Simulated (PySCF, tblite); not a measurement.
**CH12O3SSi4: geometry, infrared bands and NMR shifts**

Wanted: the infrared bands and NMR shifts of CH12O3SSi4 (`CS[Si](O[SiH3])(O[SiH3])O[SiH3]`), by calculation.

Programs: tblite 0.8.0 and PySCF 2.14.0, with density-fitted response routines of our own. Each step states its level of theory. These are calculated values for one molecule in the gas phase, unless marked as measured. Atoms are numbered from 0 throughout.

### Step 1. Starting geometry

21 atoms, charge 0, multiplicity 1; geometry from: force field or distance geometry start.

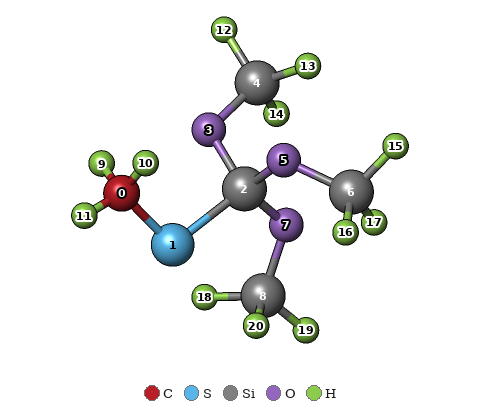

The starting geometry (carbon red, sulfur blue, silicon grey, oxygen purple, hydrogen green), atoms numbered.

### Step 2. Relaxing the molecule with GFN2-xTB

Job settings and geometry (Å):

```
{"job": {"kind": "relax", "xc": "GFN2-xTB", "basis": "xTB"}, "charge": 0, "multiplicity": 1}
C     -2.195600    -2.350300     0.297600
S     -1.247900    -1.502300    -1.017900
Si    -0.084900    -0.017500     0.053600
O     -1.229800     0.715300     1.125100
Si    -0.568900     2.044600     1.962800
O      1.092600    -0.722000     1.035600
Si     2.679200    -0.575600     0.431500
O      0.517500     1.163200    -1.022700
Si     0.102600     0.871400    -2.653500
H     -2.947900    -1.628700     0.727300
H     -1.539400    -2.620300     1.146100
H     -2.769800    -3.213600    -0.075100
H     -1.529500     2.441400     3.000600
H      0.731300     1.787600     2.570700
H     -0.481000     3.145800     0.974700
H      3.626900    -0.328400     1.553500
H      3.030000    -1.892200    -0.140800
H      2.858800     0.494300    -0.528800
H     -1.346600     1.007800    -2.884600
H      0.848600     1.713000    -3.590800
H      0.444900    -0.516400    -2.965400
```

Launch:

```bash
$ OMP_NUM_THREADS=1 python probes_run.py task.json out
```

The driver reads the jobs from task.json and runs them one after another.

Standard output:

```text
step      E/eV     max force
  0    -841.52572    2.847
  1    -841.92603    2.058
  2    -842.29502    2.130
  3    -842.41091    0.870
  4    -842.52562    0.634
  5    -842.57941    0.769
  6    -842.65312    0.691
  7    -842.70203    0.480
  8    -842.73146    0.362
  9    -842.75726    0.413
 10    -842.78396    0.388
 11    -842.81232    0.414
 12    -842.83790    0.386
 13    -842.85745    0.421
 14    -842.87220    0.428
 15    -842.88647    0.280
 16    -842.90114    0.322
 17    -842.91335    0.338
 18    -842.92290    0.282
 19    -842.93095    0.180
 20    -842.93745    0.184
 21    -842.94357    0.196
 22    -842.95118    0.222
 23    -842.95957    0.229
 24    -842.96740    0.198
 25    -842.97444    0.171
 26    -842.98175    0.191
 27    -842.99077    0.251
 28    -843.00082    0.275
 29    -843.00904    0.210
 30    -843.01408    0.139
 31    -843.01727    0.128
 32    -843.02033    0.106
 33    -843.02340    0.118
 34    -843.02602    0.099
 35    -843.02824    0.129
 36    -843.03037    0.126
 37    -843.03270    0.120
 38    -843.03523    0.147
 39    -843.03817    0.146
 40    -843.04200    0.220
 41    -843.04712    0.266
 42    -843.05288    0.224
 43    -843.05828    0.155
 44    -843.06283    0.158
 45    -843.06665    0.132
 46    -843.06994    0.127
 47    -843.07484    0.126
 48    -843.07953    0.135
 49    -843.08377    0.142
 50    -843.08732    0.100
 51    -843.09005    0.109
 52    -843.09248    0.099
 53    -843.09516    0.132
 54    -843.09759    0.114
 55    -843.09999    0.114
 56    -843.10176    0.078
 57    -843.10283    0.070
 58    -843.10356    0.065
 59    -843.10448    0.079
 60    -843.10551    0.089
 61    -843.10640    0.060
 62    -843.10691    0.055
 63    -843.10725    0.050
 64    -843.10769    0.051
 65    -843.10826    0.063
 66    -843.10875    0.049
 67    -843.10904    0.034
 68    -843.10919    0.030
 69    -843.10933    0.029
 70    -843.10949    0.032
 71    -843.10963    0.030
 72    -843.10972    0.020
 73    -843.10980    0.022
 74    -843.10989    0.023
 75    -843.11000    0.027
 76    -843.11017    0.031
 77    -843.11038    0.033
 78    -843.11061    0.037
 79    -843.11082    0.033
 80    -843.11103    0.033
 81    -843.11133    0.035
 82    -843.11176    0.047
 83    -843.11235    0.053
 84    -843.11305    0.048
 85    -843.11380    0.055
 86    -843.11460    0.057
 87    -843.11551    0.057
 88    -843.11657    0.065
 89    -843.11782    0.081
 90    -843.11925    0.092
 91    -843.09404    0.694
 92    -843.12125    0.068
 93    -843.12212    0.082
 94    -843.12391    0.073
 95    -843.12428    0.062
 96    -843.12511    0.050
 97    -843.12630    0.076
 98    -843.12787    0.088
 99    -843.12895    0.052
100    -843.12953    0.040
101    -843.12970    0.071
102    -843.12998    0.038
103    -843.13025    0.031
104    -843.13067    0.043
105    -843.13102    0.053
106    -843.13125    0.036
107    -843.13145    0.036
108    -843.13163    0.029
109    -843.13185    0.044
110    -843.13209    0.047
111    -843.13235    0.047
112    -843.13255    0.041
113    -843.13271    0.030
114    -843.13286    0.037
115    -843.13308    0.034
116    -843.13337    0.048
117    -843.13367    0.050
118    -843.13390    0.041
119    -843.13408    0.041
120    -843.13433    0.038
121    -843.13474    0.036
122    -843.13526    0.050
123    -843.13570    0.044
124    -843.13596    0.037
125    -843.13612    0.031
126    -843.13631    0.029
127    -843.13673    0.054
128    -843.13712    0.065
129    -843.13739    0.046
130    -843.13753    0.022
131    -843.13767    0.024
132    -843.13785    0.043
133    -843.13809    0.059
134    -843.13836    0.051
135    -843.13863    0.034
136    -843.13890    0.038
137    -843.13922    0.046
138    -843.13955    0.050
139    -843.13981    0.035
140    -843.14001    0.037
141    -843.14022    0.037
142    -843.14064    0.049
143    -843.14119    0.063
144    -843.14210    0.081
145    -843.14321    0.090
146    -843.14448    0.081
147    -843.14558    0.138
148    -843.14696    0.118
149    -843.14826    0.082
150    -843.14933    0.079
151    -843.15026    0.070
152    -843.15090    0.073
153    -843.15149    0.061
154    -843.15205    0.069
155    -843.15262    0.079
156    -843.15299    0.060
157    -843.15342    0.050
158    -843.15367    0.040
159    -843.15402    0.060
160    -843.15435    0.075
161    -843.15489    0.055
162    -843.15545    0.058
163    -843.15588    0.047
164    -843.15612    0.043
165    -843.15636    0.031
166    -843.15657    0.025
167    -843.15683    0.033
168    -843.15705    0.046
169    -843.15740    0.046
170    -843.15769    0.037
171    -843.15798    0.032
172    -843.15825    0.031
173    -843.15846    0.038
174    -843.15861    0.036
175    -843.15875    0.025
176    -843.15890    0.024
177    -843.15904    0.034
178    -843.15924    0.030
179    -843.15942    0.026
180    -843.15960    0.028
181    -843.15981    0.037
182    -843.16014    0.049
183    -843.16060    0.059
184    -843.16120    0.065
185    -843.16186    0.051
186    -843.16253    0.055
187    -843.16312    0.075
188    -843.16388    0.057
189    -843.16477    0.054
190    -843.16538    0.054
191    -843.16593    0.055
192    -843.16655    0.055
193    -843.16770    0.096
194    -843.16828    0.053
195    -843.16872    0.041
196    -843.16951    0.069
197    -843.16993    0.057
198    -843.17079    0.045
199    -843.17112    0.032
200    -843.17137    0.031
201    -843.17161    0.047
202    -843.17196    0.061
203    -843.17225    0.054
204    -843.17243    0.029
205    -843.17258    0.028
206    -843.17276    0.035
207    -843.17299    0.046
208    -843.17335    0.056
209    -843.17367    0.052
210    -843.17391    0.035
211    -843.17415    0.031
212    -843.17446    0.036
213    -843.17489    0.062
214    -843.17549    0.085
215    -843.17626    0.084
216    -843.17707    0.065
217    -843.17770    0.063
218    -843.17814    0.045
219    -843.17846    0.036
220    -843.17877    0.042
221    -843.17915    0.045
222    -843.17950    0.054
223    -843.17976    0.029
224    -843.17991    0.024
225    -843.17999    0.021
226    -843.18008    0.018
227    -843.18020    0.019
228    -843.18029    0.017
229    -843.18033    0.017
230    -843.18036    0.014
231    -843.18038    0.013
232    -843.18041    0.011
233    -843.18043    0.008
```

Relaxation path: (not every step is listed)

| step | energy from step 0 (eV) | largest force (eV/Å) |
| --- | --- | --- |
| 0 | 0.0000 | 2.8466 |
| 1 | -0.4003 | 2.0576 |
| 2 | -0.7693 | 2.1297 |
| 3 | -0.8852 | 0.8703 |
| 4 | -0.9999 | 0.6341 |
| 5 | -1.0537 | 0.7686 |
| 6 | -1.1274 | 0.6906 |
| 7 | -1.1763 | 0.4803 |
| 8 | -1.2057 | 0.3619 |
| 30 | -1.4884 | 0.1394 |
| 52 | -1.5668 | 0.0987 |
| 74 | -1.5842 | 0.0225 |
| 96 | -1.5994 | 0.0505 |
| 118 | -1.6082 | 0.0407 |
| 140 | -1.6143 | 0.0374 |
| 162 | -1.6297 | 0.0582 |
| 184 | -1.6355 | 0.0645 |
| 206 | -1.6470 | 0.0354 |
| 228 | -1.6546 | 0.0168 |
| 229 | -1.6546 | 0.0171 |
| 230 | -1.6546 | 0.0139 |
| 231 | -1.6547 | 0.0132 |
| 232 | -1.6547 | 0.0114 |
| 233 | -1.6547 | 0.0084 |

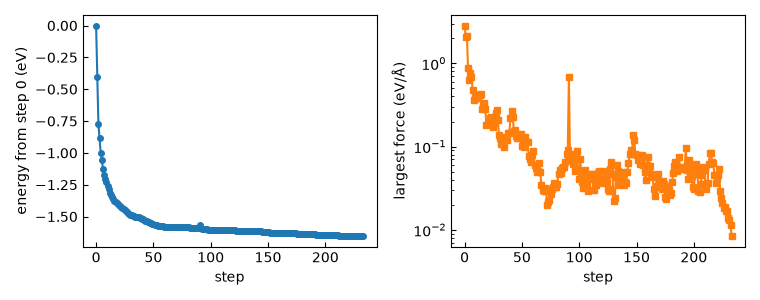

Energy and force, step by step.

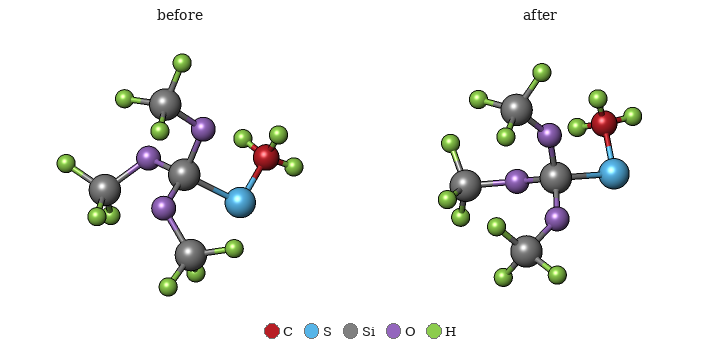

Before and after, at one scale.

Distances of close pairs at the start and the end, largest changes first:

| bond | before (Å) | after (Å) | change (Å) |
| --- | --- | --- | --- |
| Si2–O3 | 1.731 | 1.612 | -0.118 |
| Si2–O7 | 1.707 | 1.604 | -0.103 |
| O7–Si8 | 1.708 | 1.624 | -0.084 |
| O5–Si6 | 1.704 | 1.625 | -0.079 |
| O3–Si4 | 1.705 | 1.626 | -0.079 |
| Si2–O5 | 1.687 | 1.612 | -0.075 |
| S1–Si2 | 2.169 | 2.110 | -0.060 |
| C0–H9 | 1.128 | 1.085 | -0.043 |

The next job starts from the end point, and lists it.

### Step 3. Infrared spectrum with GFN2-xTB

Job settings and geometry (Å):

```
{"job": {"kind": "ir", "xc": "GFN2-xTB", "basis": "xTB"}, "charge": 0, "multiplicity": 1}
C     -2.024244    -2.420026     1.206307
S     -2.084383    -1.872126    -0.532527
Si    -0.608659    -0.368283    -0.426416
O     -1.013400     0.685053     0.725449
Si    -0.519508     1.999869     1.544189
O      0.810149    -1.028904    -0.040238
Si     2.379403    -0.711664     0.237424
O     -0.522554     0.373040    -1.846760
Si     0.456969     1.302737    -2.748012
H     -2.241049    -1.577254     1.853929
H     -1.039786    -2.821849     1.421814
H     -2.778972    -3.190088     1.321227
H     -1.672307     2.252173     2.403454
H      0.691140     1.646174     2.288227
H     -0.252031     3.080639     0.596631
H      2.540159    -0.771080     1.690720
H      3.064334    -1.794232    -0.463058
H      2.723228     0.611849    -0.285220
H     -0.429048     1.689237    -3.838260
H      0.911833     2.440471    -1.944156
H      1.599805     0.491208    -3.165198
```

Standard output:

```text
mode    cm-1     km/mol
  1     -37.7      0.17
  2      28.3      1.48
  3      35.4      1.27
  4      50.1      0.60
  5      55.7      0.49
  6      66.5      0.34
  7      76.8      0.14
  8      82.6      0.19
  9      84.8      0.15
 10     105.1      0.25
 11     131.9      1.72
 12     135.7      7.55
 13     162.8     10.70
 14     189.0      4.56
 15     260.5     26.44
 16     279.3     31.26
 17     299.4     39.67
 18     475.4     65.07
 19     593.2     40.52
 20     596.7     63.94
 21     607.5     93.89
 22     621.0     41.92
 23     629.3     59.79
 24     631.3    135.99
 25     654.7      2.24
 26     676.4     71.86
 27     694.6     45.77
 28     724.9      1.27
 29     738.5     94.21
 30     748.1     90.57
 31     757.5    341.39
 32     769.7    198.77
 33     782.8     82.46
 34     787.7    217.25
 35     801.2    481.58
 36     804.0    275.70
 37     835.1    640.86
 38     946.9      0.03
 39     961.2      3.67
 40    1062.4    561.73
 41    1077.7    574.65
 42    1098.5    647.64
 43    1315.2      2.66
 44    1454.5      6.08
 45    1455.6      5.72
 46    2225.1    265.95
 47    2235.2     64.75
 48    2241.4    534.14
 49    2256.0    305.91
 50    2262.0    164.08
 51    2267.1    365.31
 52    2284.2    305.93
 53    2289.0    107.10
 54    2311.2    218.24
 55    3037.9      4.92
 56    3043.4      8.00
 57    3063.0      3.11
```

The strongest bands and the atoms that carry them (share of the mass-weighted mode):

| cm⁻¹ | km/mol | atoms |
| --- | --- | --- |
| 758 | 341.4 | H12 22 %, H16 20 %, H18 14 %, H15 11 % |
| 801 | 481.6 | H12 21 %, H13 16 %, H14 14 %, Si4 11 % |
| 835 | 640.9 | H12 11 %, H19 10 %, H16 10 %, H15 10 % |
| 1062 | 561.7 | O3 42 %, O5 31 %, Si2 18 % |
| 1078 | 574.6 | O5 30 %, O3 22 %, O7 21 %, Si2 18 % |
| 1098 | 647.6 | O7 54 %, O5 16 %, O3 12 % |
| 2241 | 534.1 | H13 44 %, H17 41 % |
| 2267 | 365.3 | H14 73 %, H13 10 % |

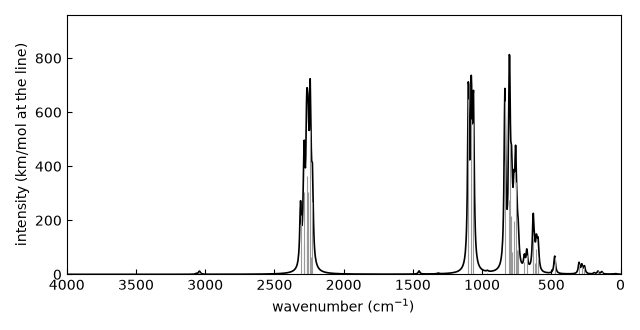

The infrared spectrum from these modes, unscaled. Lines are broadened to a width of 14 cm⁻¹ (Lorentzian).

### Step 4. Nuclear shieldings: PBE0/pcSseg-1

Same as in step 3 but for these lines:

```diff
@@ -1,2 +1,2 @@
-{"job": {"kind": "ir", "xc": "GFN2-xTB", "basis": "xTB"}, "charge": 0, "multiplicity": 1}
+{"job": {"kind": "nmr", "xc": "PBE0", "basis": "pcSseg-1"}, "charge": 0, "multiplicity": 1}
 C     -2.024244    -2.420026     1.206307
```

Level: GIAO PBE0/pcSseg-1 NMR shielding, non-relativistic, gas phase.

Standard output:

```text
coarse grid: 19904 points
cycle   1  E = -1826.0674875508  dE =  1.078e+00  |g| = 1.220e+00  |ddm| = 4.313e+00
cycle   2  E = -1825.7115925376  dE =  3.559e-01  |g| = 1.839e+00  |ddm| = 2.158e+00
cycle   3  E = -1826.3192285128  dE = -6.076e-01  |g| = 1.189e-01  |ddm| = 1.500e+00
cycle   4  E = -1826.3220518560  dE = -2.823e-03  |g| = 5.311e-02  |ddm| = 1.985e-01
cycle   5  E = -1826.3227674671  dE = -7.156e-04  |g| = 8.357e-03  |ddm| = 6.791e-02
cycle   6  E = -1826.3227814626  dE = -1.400e-05  |g| = 3.070e-03  |ddm| = 1.030e-02
cycle   7  E = -1826.3227832431  dE = -1.781e-06  |g| = 9.829e-04  |ddm| = 2.924e-03
final grid: 168752 points
cycle   8  E = -1826.4076914541  dE = -2.138e-05  |g| = 1.225e-02  |ddm| = 2.481e-02
cycle   9  E = -1826.4076636329  dE =  2.782e-05  |g| = 1.738e-02  |ddm| = 1.882e-02
cycle  10  E = -1826.4077175158  dE = -5.388e-05  |g| = 9.700e-04  |ddm| = 1.162e-02
cycle  11  E = -1826.4077177144  dE = -1.986e-07  |g| = 2.034e-04  |ddm| = 1.127e-03
cycle  12  E = -1826.4077177234  dE = -9.010e-09  |g| = 7.002e-05  |ddm| = 2.497e-04
cycle  13  E = -1826.4077177243  dE = -9.150e-10  |g| = 2.532e-05  |ddm| = 6.998e-05
converged SCF energy = -1826.4077177243

GIAO shielding tensors (ppm)
atom      isotropic    diamagn.    paramagn.     s11        s22        s33       span
  0 C      174.361     252.457     -78.096    164.653    167.201    191.229     26.576
  1 S      673.873    1059.943    -386.070    604.958    615.180    801.481    196.523
  2 Si     409.160     884.047    -474.887    379.019    401.642    446.819     67.800
  3 O      277.449     404.268    -126.818    237.289    280.713    314.346     77.057
  4 Si     390.077     881.593    -491.516    351.443    360.412    458.377    106.934
  5 O      280.848     404.315    -123.467    244.942    283.492    314.109     69.167
  6 Si     389.919     881.729    -491.810    351.139    364.999    453.619    102.480
  7 O      281.980     402.773    -120.792    244.504    293.171    308.266     63.762
  8 Si     388.274     880.628    -492.354    354.011    356.863    453.948     99.937
  9 H       29.575      31.842      -2.267     23.395     28.970     36.360     12.964
 10 H       29.588      31.877      -2.289     23.551     28.600     36.614     13.062
 11 H       29.809      28.706       1.104     23.878     26.650     38.900     15.023
 12 H       26.521      29.536      -3.015     22.417     24.718     32.429     10.011
 13 H       26.368      31.761      -5.393     22.585     25.565     30.953      8.369
 14 H       26.326      31.170      -4.845     22.377     25.537     31.062      8.685
 15 H       26.421      30.951      -4.530     22.866     24.754     31.643      8.777
 16 H       26.473      29.820      -3.346     22.706     24.423     32.292      9.586
 17 H       26.323      32.340      -6.017     22.758     25.764     30.446      7.689
 18 H       26.581      28.743      -2.161     22.610     24.538     32.596      9.986
 19 H       26.343      31.470      -5.127     22.615     25.749     30.666      8.051
 20 H       26.428      30.201      -3.773     22.867     25.083     31.334      8.466
```

Run time: 57 s. Hardware: 1 thread, shared host.

Shifts follow as δ = σ(reference) − σ, with reference shieldings (ppm) from runs at the same level and on the same kind of geometry: ¹H TMS 31.72, ¹³C TMS 186.9, ²⁹Si TMS 349.2, ¹⁷O H2O 336.1, ³³S CS2 504. The references are single molecules in the gas phase, so shifts against H2O, NH3, PH3, H3PO4 or CFCl3 are not on the usual liquid scales and can be off by tens of ppm. Atoms listed in one row are averaged.

| atoms | environment | σ (ppm) | δ (ppm) | δ scaled to CDCl3 |
| --- | --- | --- | --- | --- |
| C0 | methyl carbon bonded to S | 174.4 | 12.6 | 5.9 |
| H12, H13, H14, H15, H16 and 4 more | hydrogen on a silicon bonded to O | 26.42 | 5.30 | – |
| H9, H10, H11 | hydrogen on a methyl carbon bonded to S | 29.66 | 2.06 | 2.05 |
| S1 | sulfur bonded to C, Si | 674 | -170 | – |
| Si4, Si6, Si8 | silicon bonded to O, 3 H | 389.4 | -40.3 | – |
| Si2 | silicon bonded to 3 O, S | 409.2 | -60.0 | – |
| O3, O5, O7 | oxygen bonded to 2 Si | 280.1 | 56.0 | – |

The scaled column applies a straight-line fit of computed shieldings to shifts measured in CDCl3, with any fitted terms for Cl, Br or S neighbours (root-mean-square error 0.16 ppm for H, 1.9 ppm for C).

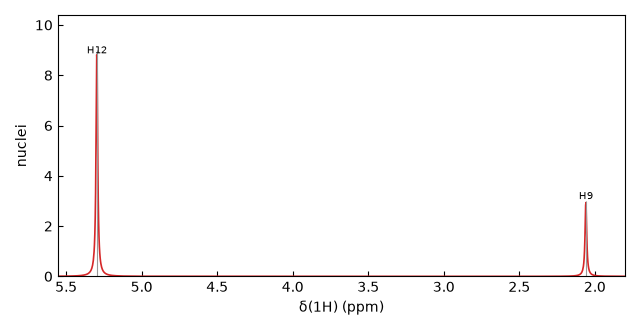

¹H lines at the computed shifts, without couplings. Lines are broadened to a width of 0.01 ppm (Lorentzian).

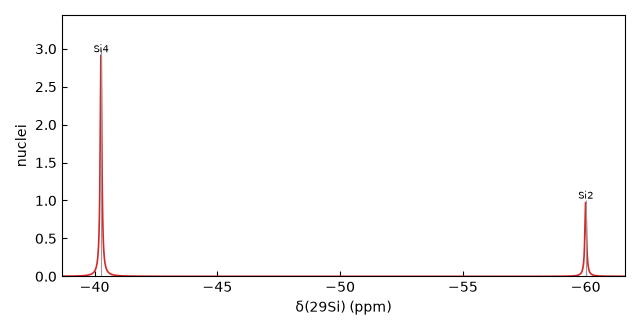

²⁹Si lines at the computed shifts, without couplings. Lines are broadened to a width of 0.08 ppm (Lorentzian).

Charges from the same density, by scheme (e):

| atoms | Mulliken | IAO | Hirshfeld | ESP fit |
| --- | --- | --- | --- | --- |
| C0 | -0.41 | -0.50 | -0.11 | -0.37 |
| S1 | -0.32 | -0.19 | -0.10 | -0.20 |
| Si2 | 1.37 | 1.48 | 0.49 | 0.14 |
| O3, O5, O7 | -0.73 | -0.88 | -0.30 | -0.23 |
| Si4, Si6, Si8 | 0.69 | 0.88 | 0.40 | 0.57 |

IAO charges:

C0 -0.50; S1 -0.19; Si2 1.48; O3 -0.89; Si4 0.88; O5 -0.89; Si6 0.88; O7 -0.88; Si8 0.88; H9 0.16; H10 0.16; H11 0.17; H12 -0.13; H13 -0.15; H14 -0.15; H15 -0.14; H16 -0.13; H17 -0.15; H18 -0.13; H19 -0.15; H20 -0.15

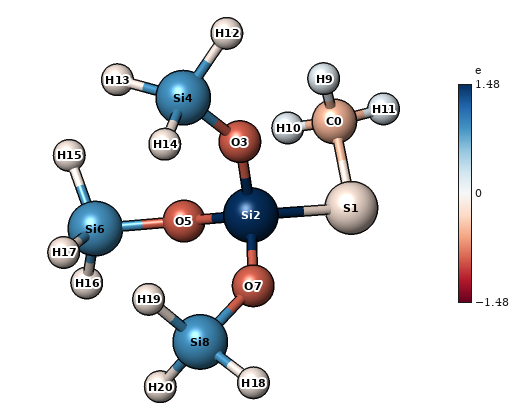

IAO charges, as colours on the atoms.

Mayer bond orders: C0–S1 1.00, S1–Si2 1.00, Si2–O3 0.94, O3–Si4 0.91, Si2–O5 0.92, O5–Si6 0.90, Si2–O7 0.97, O7–Si8 0.90.

Orbitals, density, ELF and potential are computed afterwards from the orbital file.

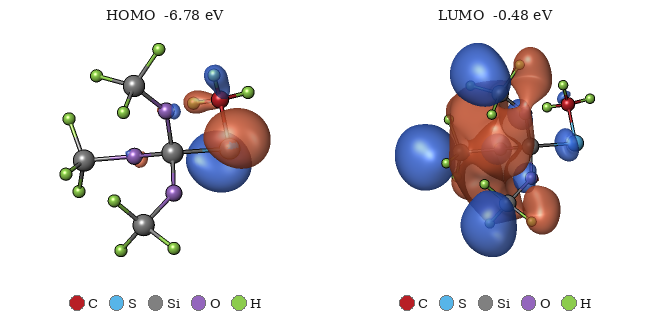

PBE0/pcSseg-1 orbitals near the gap, drawn at the value that encloses 70 % of each; the two colours are the two signs.

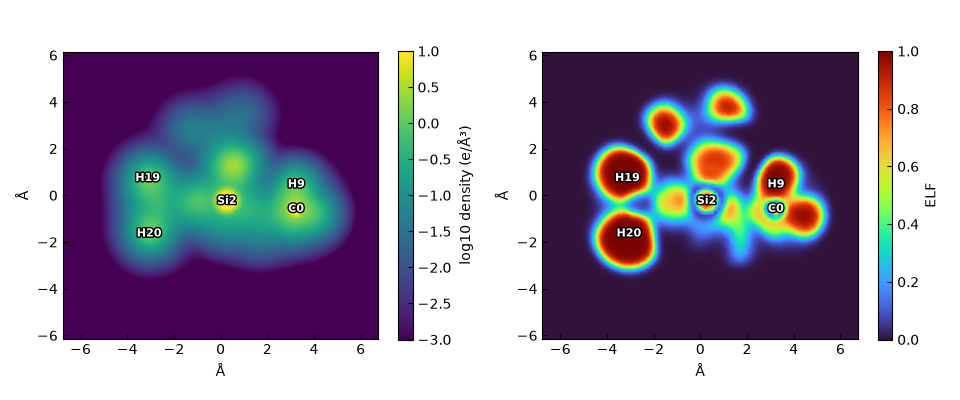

Density (left) and ELF (right) in a plane through or near 5 of the atoms.

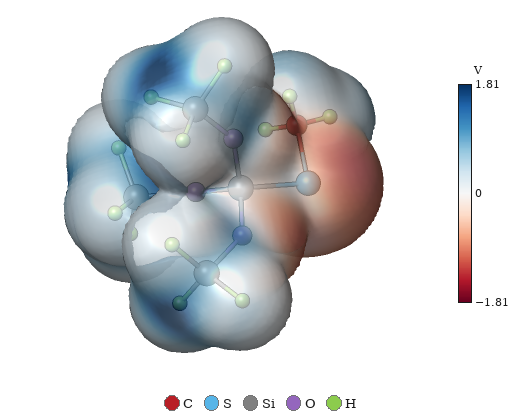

Electrostatic potential on the surface of density 0.002 e/bohr³; red is low, blue high. It runs, from the 1st to the 99th percentile, from -1.16 V near S1 to 1.81 V near H17.

### Step 5. Outcome

| quantity | value |
| --- | --- |
| strongest single infrared mode (GFN2-xTB) | 1098 cm⁻¹, 648 km/mol |
| zero-point energy (GFN2-xTB) | 78.4 kcal/mol |
| ¹³C shifts against TMS (PBE0/pcSseg-1) | 12.6 ppm |
| ¹H shifts against TMS (PBE0/pcSseg-1, means over atoms taken as alike) | 5.30, 2.06 ppm |
| ³³S shifts against CS2 (PBE0/pcSseg-1) | -170 ppm |
| ²⁹Si shifts against TMS (PBE0/pcSseg-1, means over atoms taken as alike) | -40.3, -60.0 ppm |
| ¹⁷O shifts against H2O (PBE0/pcSseg-1, means over atoms taken as alike) | 56.0 ppm |
| surface potential, 1st and 99th percentile | -1.16 V and 1.81 V |

**Reading.** Relaxing lowered the energy by 1.655 eV in 233 steps; the close pair that moved most is Si2–O3, from 1.731 to 1.612 Å. The lowest mode is imaginary (38i cm⁻¹), so the xTB geometry is not a minimum. The strongest single mode, at 1098 cm⁻¹, moves mainly O7. Unscaled tight-binding wavenumbers are off by several per cent, some by more. Its intensities can rank the bands wrongly. At PBE0/pcSseg-1: The largest span, 197 ppm, is at S1, where the paramagnetic term is -386 ppm. At PBE0/pcSseg-1, counted by nearest atom on the grid, the HOMO lies on S1 81 %, the LUMO on 4 H atoms about 8 % each; Si4, Si6 about 7 % each.
